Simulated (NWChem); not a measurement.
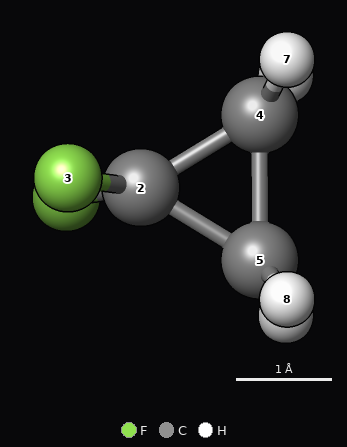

The structure (ball-and-stick view, seen on its broad side; atoms are numbered from 1 in the order of the input). Bond lengths as drawn: C–C 1.47 to 1.54 Å, C–F 1.34 Å and C–H 1.08 Å.

# Energy and gradient calculation, with input and output: C₃H₄F₂ (part 1 of 2)

C₃H₄F₂, SMILES FC1(F)CC1, computed with HF/STO-3G, RHF (NWChem 7.3.0).

The geometry comes from this level: PBE0-D4/def2-TZVP.

The input
```
start c3h4f2
title "C3H4F2 hf"
memory stack 880 mb heap 220 mb global 1100 mb

geometry units angstrom noautosym nocenter noautoz
 F        1.653500      -0.826400       0.516900
 C        0.571500      -0.513600      -0.214600
 F        0.598200      -1.204400      -1.366000
 C        0.068600       0.866300      -0.209800
 C       -0.712600      -0.275800       0.457400
 H        0.564000       1.577900       0.437800
 H       -0.320000       1.261000      -1.139500
 H       -1.609500      -0.624100      -0.038100
 H       -0.725300      -0.307300       1.539100
end

basis spherical bse
 * library STO-3G
end

scf
 singlet
 rhf
 thresh 1e-08
 maxiter 80
end

task scf gradient
```

Machine: 1 thread of Intel Xeon @ 2.90GHz (Ice Lake), 16 GiB of memory available, shared host.

Run as:
```bash
nwchem c3h4f2.nw > c3h4f2.out
```

The program's output
```
Northwest Computational Chemistry Package (NWChem) 7.3.0
             --------------------------------------------------------

           Job information
           ---------------

    nwchem branch   = 7.3.0
    use scalapack   = T
    input           = c3h4f2.nw
    prefix          = c3h4f2.
    data base       = ./c3h4f2.db
    status          = startup
    nproc           =        1

           Memory information
           ------------------

    heap     =     28835836 doubles =      220.0 Mbytes
    stack    =    115343361 doubles =      880.0 Mbytes
    global   =    144179200 doubles =     1100.0 Mbytes (distinct from heap & stack)
    total    =    288358397 doubles =     2200.0 Mbytes
    verify   = yes
    hardfail = no

           Directory information
           ---------------------

  0 permanent = .
  0 scratch   = .

                                NWChem Input Module
                                -------------------

                                     C3H4F2 hf
                                     ---------

 Scaling coordinates for geometry "geometry" by  1.889725989
 (inverse scale =  0.529177249)

                             Geometry "geometry" -> ""
                             -------------------------

 Output coordinates in angstroms (scale by  1.889725989 to convert to a.u.)

  No.       Tag          Charge          X              Y              Z
 ---- ---------------- ---------- -------------- -------------- --------------
    1 F                    9.0000     1.65350000    -0.82640000     0.51690000
    2 C                    6.0000     0.57150000    -0.51360000    -0.21460000
    3 F                    9.0000     0.59820000    -1.20440000    -1.36600000
    4 C                    6.0000     0.06860000     0.86630000    -0.20980000
    5 C                    6.0000    -0.71260000    -0.27580000     0.45740000
    6 H                    1.0000     0.56400000     1.57790000     0.43780000
    7 H                    1.0000    -0.32000000     1.26100000    -1.13950000
    8 H                    1.0000    -1.60950000    -0.62410000    -0.03810000
    9 H                    1.0000    -0.72530000    -0.30730000     1.53910000

      Atomic Mass
      -----------

      F                 18.998400
      C                 12.000000
      H                  1.007825

 Effective nuclear repulsion energy (a.u.)     184.9612971984

            Nuclear Dipole moment (a.u.)
            ----------------------------
        X                 Y               Z
 ---------------- ---------------- ----------------
    33.5227941744   -30.0623279441   -12.5564733037

            XYZ format geometry
            -------------------
     9
 geometry
 F                     1.65350000    -0.82640000     0.51690000
 C                     0.57150000    -0.51360000    -0.21460000
 F                     0.59820000    -1.20440000    -1.36600000
 C                     0.06860000     0.86630000    -0.20980000
 C                    -0.71260000    -0.27580000     0.45740000
 H                     0.56400000     1.57790000     0.43780000
 H                    -0.32000000     1.26100000    -1.13950000
 H                    -1.60950000    -0.62410000    -0.03810000
 H                    -0.72530000    -0.30730000     1.53910000

 ==============================================================================
                                internuclear distances
 ------------------------------------------------------------------------------
       center one      |      center two      | atomic units |  angstroms
 ------------------------------------------------------------------------------
    2 C                |   1 F                |     2.53791  |     1.34300
    3 F                |   2 C                |     2.53790  |     1.34300
    4 C                |   2 C                |     2.77542  |     1.46869
    5 C                |   2 C                |     2.77542  |     1.46869
    5 C                |   4 C                |     2.90294  |     1.53617
    6 H                |   4 C                |     2.04508  |     1.08221
    7 H                |   4 C                |     2.04505  |     1.08219
    8 H                |   5 C                |     2.04515  |     1.08225
    9 H                |   5 C                |     2.04512  |     1.08223
 ------------------------------------------------------------------------------
                         number of included internuclear distances:          9
 ==============================================================================

 ==============================================================================
                                 internuclear angles
 ------------------------------------------------------------------------------
        center 1       |       center 2       |       center 3       |  degrees
 ------------------------------------------------------------------------------
    1 F                |   2 C                |   3 F                |   109.34
    1 F                |   2 C                |   4 C                |   119.53
    1 F                |   2 C                |   5 C                |   119.53
    3 F                |   2 C                |   4 C                |   119.53
    3 F                |   2 C                |   5 C                |   119.53
    4 C                |   2 C                |   5 C                |    63.06
    4 C                |   2 C                |   5 C                |    63.06
    2 C                |   4 C                |   6 H                |   117.58
    2 C                |   4 C                |   7 H                |   117.57
    5 C                |   4 C                |   6 H                |   117.50
    5 C                |   4 C                |   7 H                |   117.50
    6 H                |   4 C                |   7 H                |   116.02
    5 C                |   2 C                |   4 C                |    63.06
    2 C                |   5 C                |   8 H                |   117.58
    2 C                |   5 C                |   9 H                |   117.57
    4 C                |   5 C                |   8 H                |   117.51
    4 C                |   5 C                |   9 H                |   117.50
    8 H                |   5 C                |   9 H                |   116.01
 ------------------------------------------------------------------------------
                            number of included internuclear angles:         18
 ==============================================================================

 Summary of "ao basis" -> "" (spherical)
 ------------------------------------------------------------------------------
       Tag                 Description            Shells   Functions and Types
 ---------------- ------------------------------  ------  ---------------------
 *                           STO-3G                   on all atoms

                      Basis "ao basis" -> "ao basis" (spherical)
                      -----
  [basis functions not shown]

 Summary of "ao basis" -> "ao basis" (spherical)
 ------------------------------------------------------------------------------
       Tag                 Description            Shells   Functions and Types
 ---------------- ------------------------------  ------  ---------------------
 F                           STO-3G                  3        5   2s1p
 C                           STO-3G                  3        5   2s1p
 H                           STO-3G                  1        1   1s

                                 NWChem SCF Module
                                 -----------------

                                     C3H4F2 hf

  ao basis        = "ao basis"
  functions       =    29
  atoms           =     9
  closed shells   =    20
  open shells     =     0
  charge          =   0.00
  wavefunction    = RHF
  input vectors   = atomic
  output vectors  = ./c3h4f2.movecs
  use symmetry    = F
  symmetry adapt  = F

 Summary of "ao basis" -> "ao basis" (spherical)
 ------------------------------------------------------------------------------
       Tag                 Description            Shells   Functions and Types
 ---------------- ------------------------------  ------  ---------------------
 F                           STO-3G                  3        5   2s1p
 C                           STO-3G                  3        5   2s1p
 H                           STO-3G                  1        1   1s

 Forming initial guess at       0.0s

      Superposition of Atomic Density Guess
      -------------------------------------

 Sum of atomic energies:        -309.40393987

      Non-variational initial energy
      ------------------------------

 Total energy =    -310.421058
 1-e energy   =    -800.269534
 2-e energy   =     304.887179
 HOMO         =      -0.107818
 LUMO         =       0.461195

 Starting SCF solution at       0.1s

 ----------------------------------------------
         Quadratically convergent ROHF

 Convergence threshold     :          1.000E-08
 Maximum no. of iterations :           80
 Final Fock-matrix accuracy:          1.000E-10
 ----------------------------------------------

              iter       energy          gnorm     gmax       time
             ----- ------------------- --------- --------- --------
                 1     -310.4552878440  1.11D+00  4.31D-01      0.3
                 2     -310.5653266612  3.29D-01  1.09D-01      0.4
                 3     -310.5712888273  2.07D-01  6.99D-02      0.6
                 4     -310.5745406404  2.02D-02  7.80D-03      0.8
                 5     -310.5745834443  1.46D-04  4.65D-05      1.2
                 6     -310.5745834468  6.22D-09  2.05D-09      2.1

       Final RHF  results
       ------------------

         Total SCF energy =   -310.574583446832
      One-electron energy =   -798.783762596670
      Two-electron energy =    303.247881951444
 Nuclear repulsion energy =    184.961297198395

        Time for solution =      1.9s

             Final eigenvalues
             -----------------

              1
    1  -25.9562
    2  -25.9560
    3  -11.1975
    4  -11.0573
    5  -11.0572
    6   -1.5567
    7   -1.4894
    8   -1.1155
    9   -0.8219
   10   -0.7585
   11   -0.6687
   12   -0.6514
   13   -0.6012
   14   -0.5473
   15   -0.5173
   16   -0.5056
   17   -0.4839
   18   -0.4604
   19   -0.3937
   20   -0.3483
   21    0.4793
   22    0.5018
   23    0.6250
   24    0.6669
   25    0.6879
   26    0.7485
   27    0.7860
   28    0.8023
   29    0.8274

                       ROHF Final Molecular Orbital Analysis
                       -------------------------------------

 Vector    7  Occ=2.000000D+00  E=-1.489382D+00
              MO Center=  1.1D+00, -9.6D-01, -4.0D-01, r^2= 1.4D+00
   Bfn.  Coefficient  Atom+Function         Bfn.  Coefficient  Atom+Function
  ----- ------------  ---------------      ----- ------------  ---------------
     2      0.677757  1 F  s                 12     -0.677690  3 F  s
     1     -0.178880  1 F  s                 11      0.178863  3 F  s

 Vector    8  Occ=2.000000D+00  E=-1.115475D+00
              MO Center= -1.8D-02,  2.1D-02,  8.8D-03, r^2= 1.3D+00
   Bfn.  Coefficient  Atom+Function         Bfn.  Coefficient  Atom+Function
  ----- ------------  ---------------      ----- ------------  ---------------
    17      0.354060  4 C  s                 22      0.354048  5 C  s
     7      0.295649  2 C  s                  2     -0.184461  1 F  s
    12     -0.184461  3 F  s

 Vector    9  Occ=2.000000D+00  E=-8.219494D-01
              MO Center= -2.1D-01,  2.0D-01,  8.3D-02, r^2= 2.3D+00
   Bfn.  Coefficient  Atom+Function         Bfn.  Coefficient  Atom+Function
  ----- ------------  ---------------      ----- ------------  ---------------
    17      0.445952  4 C  s                 22     -0.445938  5 C  s
    26      0.178946  6 H  s                 27      0.178961  7 H  s
    28     -0.178935  8 H  s                 29     -0.178942  9 H  s
     9      0.172996  2 C  py
```
